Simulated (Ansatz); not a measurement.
# GeHF₃ + HF: a complex and its separated parts

The complex below is one end of an elementary step. How strongly is it bound against its free parts?

The runs use Ansatz 0.2.0, Gaussian basis; PBE0-D4/def2-TZVP structures, single points in def2-TZVPP, no counterpoise correction.

Levels: SPW92, PBE-D4, BLYP-D4, r2SCAN-D4, B97M-V, PBE0-D4, B3LYP-D4, r2SCAN0-D4, BHLYP-D4, CAM-B3LYP-D4, wB97X-V, wB97M-V, B2PLYP, PBE-QIDH, RPA on PBE, Hartree-Fock, MP2, CCSD, CCSD(T).

Correlated methods freeze the cores. Filled d shells of the heavier atoms are correlated. B3LYP uses VWN-RPA correlation. B2PLYP carries no dispersion term here.

94 further runs of the same task are left out: 94 set aside as unsound or not needed.

### 1 Starting geometry

The complex: 7 atoms, charge 0, spin multiplicity 1.

Atoms are counted from 1 here; the program's logs count them from 0.

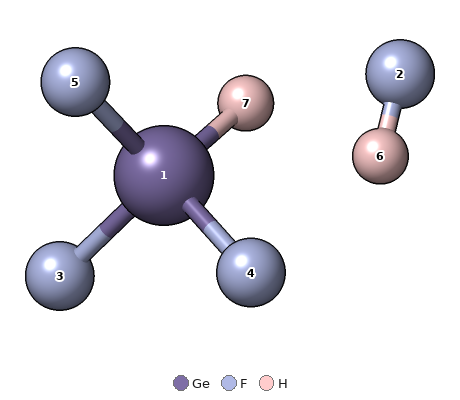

Start geometry, drawn with germanium purple, fluorine light blue, hydrogen pink; atoms are numbered from 1 in the order of the file.

Geometry (Å):

```xyz
7
F4GeH2
Ge   -0.4578    0.3569   -0.5816
F     1.5257   -1.3162    1.0360
F    -1.9006    1.1129   -1.0909
F    -0.6436    0.1871    1.1268
F     0.7814    1.5073   -0.7873
H     0.9078   -0.8873    1.5786
H    -0.2128   -0.9608   -1.2816
```

Its parts: GeHF₃ holds atoms 1, 3, 4, 5, 7; HF holds atoms 2, 6. Each part counts its atoms afresh in its own runs.

### 2 Relaxing GeHF₃ alone

relax-a/in.yaml reads:

```yaml
crystal:
  periodic: [false, false, false]
  atoms:
    - {symbol: Ge, position_ang: [-0.457794, 0.356909, -0.581577]}
    - {symbol: F, position_ang: [-1.900645, 1.112893, -1.090893]}
    - {symbol: F, position_ang: [-0.643617, 0.187121, 1.126767]}
    - {symbol: F, position_ang: [0.781386, 1.507279, -0.787312]}
    - {symbol: H, position_ang: [-0.212831, -0.960818, -1.281619]}
basis:
  gaussian: {orbitals: def2-TZVP}
hamiltonian: {xc: pbe0, dispersion: d4}
relax: {f_tol: 0.005, max_steps: 200}
```

Launch:

```
> ansatz run in.yaml --threads 4 --pin off --events-out ev --progress --plain --max-ram 9574MiB
```

The log of the run, shortened:

```text
Functional definition: PBE0
  name "PBE0"
  cite "Adamo & Barone, J. Chem. Phys. 110, 6158 (1999) doi:10.1063/1.478522"
  cite "Perdew, Burke & Ernzerhof, Phys. Rev. Lett. 77, 3865 (1996) doi:10.1103/PhysRevLett.77.3865"
  parent pbe
[...]
913 factors; their error is unknown
[...]
mean field -64677.05589922 eV, -2376.8379646133 hartree, gradient 5.4e-5 eV, S^2 0.000000; 0 other end points of the search recorded, 0 dependent functions left out
[...]
reference -64677.05591713 eV, -2376.8379652716 hartree; 30, 30 occupied and 117, 117 virtual orbitals, 913 factors
[...]
reference -64677.06814964 eV, -2376.8384148079 hartree; 30, 30 occupied and 117, 117 virtual orbitals, 913 factors
Total energy: -64677.12797863 eV, -2376.8406134826 hartree
Atom 0 at    -0.471418     0.365222    -0.563588 Å, force     0.000165     0.001453    -0.000334 eV/Å
Atom 1 at    -1.905279     1.117313    -1.104878 Å, force    -0.000245    -0.000780     0.000756 eV/Å
Atom 2 at    -0.636134     0.171668     1.124601 Å, force    -0.000333     0.000684    -0.000174 eV/Å
Atom 3 at     0.784271     1.497742    -0.798618 Å, force     0.000236    -0.000737     0.000516 eV/Å
Atom 4 at    -0.204941    -0.948561    -1.272152 Å, force     0.000177    -0.000620    -0.000763 eV/Å
Dipole moment:     0.089438    -0.441222    -0.237864 e Å
```

Run time: 13 s. Hardware: 4 threads of Intel Xeon at 2.50GHz, shared host.

Relaxation path:

```csv
step,energy from step 1 (eV),largest force component (eV/Å)
1,0.0000,0.7891
2,-0.0103,0.3604
3,-0.0122,0.0125
4,-0.0122,0.0015
```

Close pairs (by a distance rule), those that changed most:

```csv
bond,before (Å),after (Å),change (Å)
Ge1–F3,1.727,1.707,-0.020
Ge1–H5,1.512,1.516,+0.004
Ge1–F4,1.703,1.707,+0.004
Ge1–F2,1.707,1.707,+0.001
```

### 3 Relaxing HF alone

relax-b/in.yaml reads:

```yaml
crystal:
  periodic: [false, false, false]
  atoms:
    - {symbol: F, position_ang: [1.525702, -1.316181, 1.036045]}
    - {symbol: H, position_ang: [0.907798, -0.887303, 1.578588]}
basis:
  gaussian: {orbitals: def2-TZVP}
hamiltonian: {xc: pbe0, dispersion: d4}
relax: {f_tol: 0.005, max_steps: 200}
```

Launch:

```
> ansatz run in.yaml --threads 4 --pin off --events-out ev --progress --plain --max-ram 9574MiB
```

The log of the run, shortened:

```text
[... 5 set-up lines as earlier in the session ...]
[...]
200 factors; their error is unknown
[...]
mean field -2731.80008243 eV, -100.3918013488 hartree, gradient 6.9e-6 eV, S^2 0.000000; 0 other end points of the search recorded, 0 dependent functions left out
[...]
reference -2731.80170839 eV, -100.3918611016 hartree; 5, 5 occupied and 32, 32 virtual orbitals, 200 factors
Total energy: -2731.80322167 eV, -100.3919167138 hartree
Atom 0 at     1.523241    -1.314473     1.038206 Å, force     0.001159    -0.000805    -0.001018 eV/Å
Atom 1 at     0.910259    -0.889011     1.576427 Å, force    -0.001159     0.000805     0.001018 eV/Å
Dipole moment:    -0.267049     0.185355     0.234480 e Å
```

Wall time 0.96 s (4 threads of Intel Xeon at 2.50GHz, shared host).

The steps of the relaxation:

| step | energy from step 1 (eV) | largest force component (eV/Å) |
| --- | --- | --- |
| 1 | 0.0000 | 0.2899 |
| 2 | -0.0015 | 0.0603 |
| 3 | -0.0016 | 0.0012 |

The bond:

```csv
bond,before (Å),after (Å),change (Å)
F1–H2,0.927,0.920,-0.007
```

### 4 SPW92/def2-TZVPP

parta/in.yaml reads:

```yaml
crystal:
  periodic: [false, false, false]
  atoms:
    - {symbol: Ge, position_ang: [-0.471418, 0.365222, -0.563588]}
    - {symbol: F, position_ang: [-1.905279, 1.117313, -1.104878]}
    - {symbol: F, position_ang: [-0.636134, 0.171668, 1.124601]}
    - {symbol: F, position_ang: [0.784271, 1.497742, -0.798618]}
    - {symbol: H, position_ang: [-0.204941, -0.948561, -1.272152]}
basis:
  gaussian: {orbitals: def2-TZVPP}
hamiltonian: {xc: lda}
```

partb/in.yaml reads:

```yaml
crystal:
  periodic: [false, false, false]
  atoms:
    - {symbol: F, position_ang: [1.523241, -1.314473, 1.038206]}
    - {symbol: H, position_ang: [0.910259, -0.889011, 1.576427]}
basis:
  gaussian: {orbitals: def2-TZVPP}
hamiltonian: {xc: lda}
```

Each run has its own folder and the same command.

Launch:

```
> ansatz run in.yaml --threads 4 --pin off --events-out ev --progress --plain --max-ram 9574MiB
```

Output in parta, shortened:

```text
Functional definition: SPW92
  name "SPW92"
  cite "Dirac, Proc. Camb. Phil. Soc. 26, 376 (1930) doi:10.1017/S0305004100016108"
  cite "Slater, Phys. Rev. 81, 385 (1951) doi:10.1103/PhysRev.81.385"
  cite "Perdew & Wang, Phys. Rev. B 45, 13244 (1992) doi:10.1103/PhysRevB.45.13244"
[...]
885 factors; their error is unknown
[...]
mean field -64554.24313848 eV, -2372.3246789015 hartree, gradient 4.2e-5 eV, S^2 0.000000; 0 other end points of the search recorded, 0 dependent functions left out
reference -64554.24316146 eV, -2372.3246797460 hartree; 30, 30 occupied and 125, 125 virtual orbitals, 885 factors
Total energy: -64554.24316146 eV, -2372.3246797460 hartree
```

partb printed, shortened:

```text
[... 5 set-up lines as earlier in the session ...]
[...]
215 factors; their error is unknown
[...]
mean field -2716.76649858 eV, -99.8393273323 hartree, gradient 3.5e-5 eV, S^2 0.000000; 0 other end points of the search recorded, 0 dependent functions left out
reference -2716.76650966 eV, -99.8393277396 hartree; 5, 5 occupied and 40, 40 virtual orbitals, 215 factors
Total energy: -2716.76650966 eV, -99.8393277396 hartree
```

Times: 1 s (parta), 0.21 s (partb) on 4 threads of Intel Xeon at 2.50GHz, shared host.

### 5 PBE-D4/def2-TZVPP

Each input of step 4 (parta, partb) changes in the same lines:

```diff
-hamiltonian: {xc: lda}
+hamiltonian: {xc: pbe, dispersion: d4}
```

Each run has its own folder and the same command.

Launch:

```
> ansatz run in.yaml --threads 4 --pin off --events-out ev --progress --plain --max-ram 9574MiB
```

Output in parta, shortened:

```text
Functional definition: PBE
  name "PBE"
[... 2 set-up lines as earlier in the session ...]
[...]
885 factors; their error is unknown
[...]
mean field -64675.69437932 eV, -2376.7879296799 hartree, gradient 2.8e-5 eV, S^2 0.000000; 0 other end points of the search recorded, 0 dependent functions left out
reference -64675.69440405 eV, -2376.7879305887 hartree; 30, 30 occupied and 125, 125 virtual orbitals, 885 factors
Total energy: -64675.76662766 eV, -2376.7905847572 hartree
```

Output in partb, shortened:

```text
[... 4 set-up lines as earlier in the session ...]
[...]
215 factors; their error is unknown
[...]
mean field -2731.84357600 eV, -100.3933997077 hartree, gradient 4.8e-5 eV, S^2 0.000000; 0 other end points of the search recorded, 0 dependent functions left out
reference -2731.84358810 eV, -100.3934001527 hartree; 5, 5 occupied and 40, 40 virtual orbitals, 215 factors
Total energy: -2731.84548198 eV, -100.3934697514 hartree
```

Wall times: 1.5 s (parta), 0.21 s (partb) on 4 threads of Intel Xeon at 2.50GHz, shared host.

### 6 BLYP-D4/def2-TZVPP

The same edit goes into each in.yaml of step 5 (parta, partb):

```diff
-hamiltonian: {xc: pbe, dispersion: d4}
+hamiltonian: {xc: {name: BLYP}, dispersion: d4}
```

One command serves all of them, each in its own folder.

Launch:

```
> ansatz run in.yaml --threads 4 --pin off --events-out ev --progress --plain --max-ram 9574MiB
```

Log of parta, shortened:

```text
Functional definition: BLYP
  name "BLYP"
  cite "Becke, Phys. Rev. A 38, 3098 (1988) doi:10.1103/PhysRevA.38.3098"
  cite "Lee, Yang & Parr, Phys. Rev. B 37, 785 (1988) doi:10.1103/PhysRevB.37.785"
[...]
885 factors; their error is unknown
[...]
mean field -64692.99230918 eV, -2377.4236168771 hartree, gradient 3.1e-5 eV, S^2 0.000000; 0 other end points of the search recorded, 0 dependent functions left out
reference -64692.99255096 eV, -2377.4236257626 hartree; 30, 30 occupied and 125, 125 virtual orbitals, 885 factors
Total energy: -64693.15546597 eV, -2377.4296127785 hartree
```

Output in partb, shortened:

```text
[... 4 set-up lines as earlier in the session ...]
[...]
215 factors; their error is unknown
[...]
mean field -2734.23792077 eV, -100.4813902554 hartree, gradient 3.9e-5 eV, S^2 0.000000; 0 other end points of the search recorded, 0 dependent functions left out
reference -2734.23804438 eV, -100.4813947978 hartree; 5, 5 occupied and 40, 40 virtual orbitals, 215 factors
Total energy: -2734.24262635 eV, -100.4815631823 hartree
```

Wall times: 1.5 s (parta), 0.25 s (partb) on 4 threads of Intel Xeon at 2.50GHz, shared host.

### 7 r2SCAN-D4/def2-TZVPP

The same edit goes into each in.yaml of step 6 (parta, partb):

```diff
-hamiltonian: {xc: {name: BLYP}, dispersion: d4}
+hamiltonian: {xc: r2scan, dispersion: d4}
```

The same command starts each run, in its folder.

Launch:

```
> ansatz run in.yaml --threads 4 --pin off --events-out ev --progress --plain --max-ram 9574MiB
```

Output in parta, shortened:

```text
Functional definition: r2SCAN
  name "r2SCAN"
  cite "Furness, Kaplan, Ning, Perdew & Sun, J. Phys. Chem. Lett. 11, 8208 (2020) doi:10.1021/acs.jpclett.0c02405"
  cite "Furness, Kaplan, Ning, Perdew & Sun, J. Phys. Chem. Lett. 11, 9248 (2020) doi:10.1021/acs.jpclett.0c03077"
  parent r2scan
[...]
885 factors; their error is unknown
[...]
mean field -64688.52198031 eV, -2377.2593353213 hartree, gradient 2.6e-5 eV, S^2 0.000000; 0 other end points of the search recorded, 0 dependent functions left out
reference -64688.52198700 eV, -2377.2593355672 hartree; 30, 30 occupied and 125, 125 virtual orbitals, 885 factors
Total energy: -64688.53813960 eV, -2377.2599291642 hartree
```

Output in partb, shortened:

```text
[... 5 set-up lines as earlier in the session ...]
[...]
215 factors; their error is unknown
[...]
mean field -2733.29261753 eV, -100.4466510018 hartree, gradient 6.5e-6 eV, S^2 0.000000; 0 other end points of the search recorded, 0 dependent functions left out
reference -2733.29262071 eV, -100.4466511187 hartree; 5, 5 occupied and 40, 40 virtual orbitals, 215 factors
Total energy: -2733.29307824 eV, -100.4466679327 hartree
```

Wall times: 2.8 s (parta), 0.71 s (partb) on 4 threads of Intel Xeon at 2.50GHz, shared host.

### 8 B97M-V/def2-TZVPP

The same edit goes into each in.yaml of step 7 (parta, partb):

```diff
-hamiltonian: {xc: r2scan, dispersion: d4}
+hamiltonian: {xc: {name: B97M-V}}
```

The same command starts each run, in its folder.

Launch:

```
> ansatz run in.yaml --threads 4 --pin off --events-out ev --progress --plain --max-ram 9574MiB
```

parta printed, shortened:

```text
Functional definition: B97M-V
  name "B97M-V"
  cite "Mardirossian & Head-Gordon, J. Chem. Phys. 142, 074111 (2015) doi:10.1063/1.4907719"
  cite "Becke, J. Chem. Phys. 107, 8554 (1997) doi:10.1063/1.475007"
  cite "Vydrov & Van Voorhis, J. Chem. Phys. 133, 244103 (2010) doi:10.1063/1.3521275"
  # Of w^i u^j: cxij and so on, Table III.
[...]
  gx(w, u) = cx00 + cx01*u + cx02*u^2 + (cx10 + cx11*u)*w
[...]
  gos(w, u) = cos00 + cos01*u + cos03*u^3 + cos10*w + cos32*w^3*u^2
[...]
      + integral(e_c_pw_mod_opposite_spin*gos(b97_w_opposite, b97_u_opposite)) + vv10(b, c)
885 factors; their error is unknown
[...]
mean field -64678.52905114 eV, -2376.8921019479 hartree, gradient 3.2e-5 eV, S^2 0.000000; 0 other end points of the search recorded, 0 dependent functions left out
reference -64678.52908735 eV, -2376.8921032784 hartree; 30, 30 occupied and 125, 125 virtual orbitals, 885 factors
Total energy: -64678.52908735 eV, -2376.8921032784 hartree
```

Output in partb, shortened:

```text
[... 5 set-up lines as earlier in the session ...]
  # Of w^i u^j: cxij and so on, Table III.
[...]
  gx(w, u) = cx00 + cx01*u + cx02*u^2 + (cx10 + cx11*u)*w
[...]
  gos(w, u) = cos00 + cos01*u + cos03*u^3 + cos10*w + cos32*w^3*u^2
[...]
      + integral(e_c_pw_mod_opposite_spin*gos(b97_w_opposite, b97_u_opposite)) + vv10(b, c)
215 factors; their error is unknown
[...]
mean field -2733.38837938 eV, -100.4501701852 hartree, gradient 2.3e-5 eV, S^2 0.000000; 0 other end points of the search recorded, 0 dependent functions left out
reference -2733.38839710 eV, -100.4501708361 hartree; 5, 5 occupied and 40, 40 virtual orbitals, 215 factors
Total energy: -2733.38839710 eV, -100.4501708361 hartree
```

They took 4.5 s (parta), 0.5 s (partb) on 4 threads of Intel Xeon at 2.50GHz, shared host.

### 9 PBE0-D4/def2-TZVPP

Each input of step 8 (parta, partb) changes in the same lines:

```diff
-hamiltonian: {xc: {name: B97M-V}}
+hamiltonian: {xc: pbe0, dispersion: d4}
+output: {orbitals: {seedname: orbitals}}
```

The same command starts each run, in its folder.

Launch:

```
> ansatz run in.yaml --threads 4 --pin off --events-out ev --progress --plain --max-ram 9574MiB
```

Output in parta, shortened:

```text
[... 5 set-up lines as earlier in the session ...]
[...]
928 factors; their error is unknown
[...]
mean field -64677.07493975 eV, -2376.8386643400 hartree, gradient 1.3e-5 eV, S^2 0.000000; 0 other end points of the search recorded, 0 dependent functions left out
reference -64677.07495773 eV, -2376.8386650005 hartree; 30, 30 occupied and 125, 125 virtual orbitals, 928 factors
Total energy: -64677.13478672 eV, -2376.8408636754 hartree
```

partb printed, shortened:

```text
[... 5 set-up lines as earlier in the session ...]
[...]
215 factors; their error is unknown
[...]
mean field -2731.86112158 eV, -100.3940444959 hartree, gradient 4.0e-5 eV, S^2 0.000000; 0 other end points of the search recorded, 0 dependent functions left out
reference -2731.86113029 eV, -100.3940448161 hartree; 5, 5 occupied and 40, 40 virtual orbitals, 215 factors
Total energy: -2731.86264357 eV, -100.3941004283 hartree
```

Wall times: 2.2 s (parta), 0.25 s (partb) on 4 threads of Intel Xeon at 2.50GHz, shared host.

### 10 B3LYP-D4/def2-TZVPP

The same edit goes into each in.yaml of step 9 (parta, partb):

```diff
-hamiltonian: {xc: pbe0, dispersion: d4}
-output: {orbitals: {seedname: orbitals}}
+hamiltonian: {xc: {name: B3LYP}, dispersion: d4}
```

One command serves all of them, each in its own folder.

Launch:

```
> ansatz run in.yaml --threads 4 --pin off --events-out ev --progress --plain --max-ram 9574MiB
```

parta printed, shortened:

```text
Functional definition: B3LYP
  name "B3LYP"
  cite "Stephens, Devlin, Chabalowski & Frisch, J. Phys. Chem. 98, 11623 (1994) doi:10.1021/j100096a001"
[... 2 set-up lines as earlier in the session ...]
  cite "Vosko, Wilk & Nusair, Can. J. Phys. 58, 1200 (1980) doi:10.1139/p80-159"
[...]
916 factors; their error is unknown
[...]
mean field -64693.23102992 eV, -2377.4323897025 hartree, gradient 3.0e-5 eV, S^2 0.000000; 0 other end points of the search recorded, 0 dependent functions left out
reference -64693.23120672 eV, -2377.4323962001 hartree; 30, 30 occupied and 125, 125 virtual orbitals, 916 factors
Total energy: -64693.34903379 eV, -2377.4367262649 hartree
```

Output in partb, shortened:

```text
[... 6 set-up lines as earlier in the session ...]
[...]
215 factors; their error is unknown
[...]
mean field -2734.54625683 eV, -100.4927213963 hartree, gradient 1.9e-5 eV, S^2 0.000000; 0 other end points of the search recorded, 0 dependent functions left out
reference -2734.54634767 eV, -100.4927247346 hartree; 5, 5 occupied and 40, 40 virtual orbitals, 215 factors
Total energy: -2734.54933736 eV, -100.4928346040 hartree
```

Wall times: 2.3 s (parta), 0.3 s (partb) on 4 threads of Intel Xeon at 2.50GHz, shared host.

### 11 r2SCAN0-D4/def2-TZVPP

The same edit goes into each in.yaml of step 10 (parta, partb):

```diff
-hamiltonian: {xc: {name: B3LYP}, dispersion: d4}
+hamiltonian: {xc: {name: r2SCAN0}, dispersion: d4}
```

Each run has its own folder and the same command.

Launch:

```
> ansatz run in.yaml --threads 4 --pin off --events-out ev --progress --plain --max-ram 9574MiB
```

Output in parta, shortened:

```text
Functional definition: r2SCAN0
  name "r2SCAN0"
  cite "Bursch, Neugebauer, Ehlert & Grimme, J. Chem. Phys. 156, 134105 (2022) doi:10.1063/5.0086040"
[... 3 set-up lines as earlier in the session ...]
[...]
928 factors; their error is unknown
[...]
mean field -64686.84629690 eV, -2377.1977550920 hartree, gradient 4.0e-5 eV, S^2 0.000000; 0 other end points of the search recorded, 0 dependent functions left out
reference -64686.84630215 eV, -2377.1977552846 hartree; 30, 30 occupied and 125, 125 virtual orbitals, 928 factors
Total energy: -64686.86538787 eV, -2377.1984566720 hartree
```

Output in partb, shortened:

```text
[... 6 set-up lines as earlier in the session ...]
[...]
215 factors; their error is unknown
[...]
mean field -2732.94547156 eV, -100.4338936228 hartree, gradient 6.6e-5 eV, S^2 0.000000; 0 other end points of the search recorded, 0 dependent functions left out
reference -2732.94547402 eV, -100.4338937133 hartree; 5, 5 occupied and 40, 40 virtual orbitals, 215 factors
Total energy: -2732.94597599 eV, -100.4339121604 hartree
```

Wall times: 3.5 s (parta), 0.55 s (partb) on 4 threads of Intel Xeon at 2.50GHz, shared host.

### 12 BHLYP-D4/def2-TZVPP

The same edit goes into each in.yaml of step 11 (parta, partb):

```diff
-hamiltonian: {xc: {name: r2SCAN0}, dispersion: d4}
+hamiltonian: {xc: {name: BHLYP}, dispersion: d4}
```

Each run has its own folder and the same command.

Launch:

```
> ansatz run in.yaml --threads 4 --pin off --events-out ev --progress --plain --max-ram 9574MiB
```

parta printed, shortened:

```text
Functional definition: BHLYP
  name "BHLYP"
  cite "Becke, J. Chem. Phys. 98, 1372 (1993) doi:10.1063/1.464304"
[... 2 set-up lines as earlier in the session ...]
[...]
1044 factors; their error is unknown
[...]
mean field -64688.56276479 eV, -2377.2608341233 hartree, gradient 6.0e-5 eV, S^2 0.000000; 0 other end points of the search recorded, 0 dependent functions left out
reference -64688.56288332 eV, -2377.2608384793 hartree; 30, 30 occupied and 125, 125 virtual orbitals, 1044 factors
Total energy: -64688.65195957 eV, -2377.2641119709 hartree
```

Output in partb, shortened:

```text
[... 5 set-up lines as earlier in the session ...]
[...]
234 factors; their error is unknown
[...]
mean field -2733.43315009 eV, -100.4518154783 hartree, gradient 1.2e-5 eV, S^2 0.000000; 0 other end points of the search recorded, 0 dependent functions left out
reference -2733.43321062 eV, -100.4518177029 hartree; 5, 5 occupied and 40, 40 virtual orbitals, 234 factors
Total energy: -2733.43493858 eV, -100.4518812042 hartree
```

They took 2.2 s (parta), 0.31 s (partb) on 4 threads of Intel Xeon at 2.50GHz, shared host.

### 13 CAM-B3LYP-D4/def2-TZVPP

The same edit goes into each in.yaml of step 12 (parta, partb):

```diff
-hamiltonian: {xc: {name: BHLYP}, dispersion: d4}
+hamiltonian: {xc: {name: CAM-B3LYP}, dispersion: d4}
```

One command serves all of them, each in its own folder.

Launch:

```
> ansatz run in.yaml --threads 4 --pin off --events-out ev --progress --plain --max-ram 9574MiB
```

Output in parta, shortened:

```text
Functional definition: CAM-B3LYP
  name "CAM-B3LYP"
  cite "Yanai, Tew & Handy, Chem. Phys. Lett. 393, 51 (2004) doi:10.1016/j.cplett.2004.06.011"
  cite "Iikura, Tsuneda, Yanai & Hirao, J. Chem. Phys. 115, 3540 (2001) doi:10.1063/1.1383587"
[... 2 set-up lines as earlier in the session ...]
[...]
916 factors; their error is unknown
183 factors; integrals over basis functions are off by at most 8.6e-6 eV
[...]
mean field -64693.63250737 eV, -2377.4471437267 hartree, gradient 3.1e-5 eV, S^2 0.000000; 0 other end points of the search recorded, 0 dependent functions left out
reference -64693.63259328 eV, -2377.4471468837 hartree; 30, 30 occupied and 125, 125 virtual orbitals, 916 factors
Total energy: -64693.69275450 eV, -2377.4493577679 hartree
```

Output in partb, shortened:

```text
[... 6 set-up lines as earlier in the session ...]
[...]
  # Exact exchange under (alpha + beta erf(omega r))/r, Becke's under what is left of 1/r.
[...]
215 factors; their error is unknown
48 factors; integrals over basis functions are off by at most 4.9e-5 eV
[...]
mean field -2733.85902626 eV, -100.4674661389 hartree, gradient 6.2e-5 eV, S^2 0.000000; 0 other end points of the search recorded, 0 dependent functions left out
reference -2733.85907039 eV, -100.4674677607 hartree; 5, 5 occupied and 40, 40 virtual orbitals, 215 factors
Total energy: -2733.86051071 eV, -100.4675206914 hartree
```

Times: 2.7 s (parta), 0.35 s (partb) on 4 threads of Intel Xeon at 2.50GHz, shared host.

(Part 1 of 2 ends here.)
